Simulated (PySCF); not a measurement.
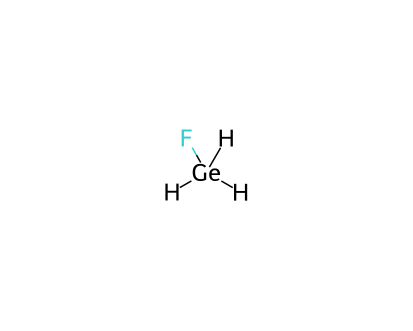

Structural formula above. Computed geometry: PBE0-D3(BJ)/def2-SVP optimisation. No frequency run is at hand to confirm it as a minimum.

Describe the 3D structure.

Formula FGeH₃. As SMILES it reads `[F][GeH3]`. This geometry has C3v symmetry. Coordination: 1 Ge tetrahedral.

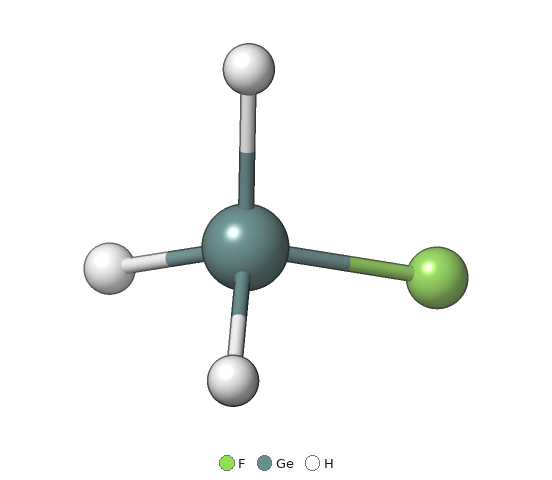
